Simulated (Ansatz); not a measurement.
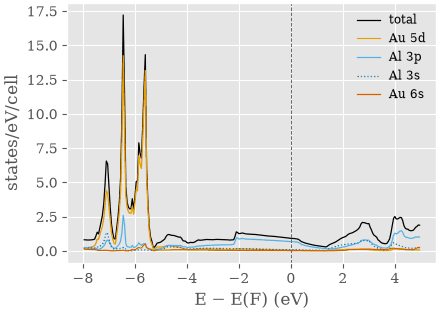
Fig. 1. Total and projected density of states of Al2Au (fluorite or antifluorite type, Fm-3m), LDA in the plane-wave PAW code Ansatz

Q: Which orbitals carry the states next to the Fermi level?

A: Within 0.5 eV of the Fermi level: Al 3p 73 %, Al 3s 9 %, Au 5d 6 %, outside the projected shells 10 %. Projections are on Löwdin-orthogonalised atomic valence shells; empty p or d shells of many metals are not among them.

Q: Where is the tallest occupied peak in this window, and what makes it?

A: Near -6.4 eV, about 17 states/eV per cell; the largest projected share is Au 5d.

The cell was relaxed with LDA under the symmetry of its start. Spin–orbit coupling is left out wherever it is not named.

Potentials: the earlier of the program's two PAW sets. The files were generated under PBE; for other functionals the program regenerates the frozen cores, and for LDA and PBEsol the local potential too.
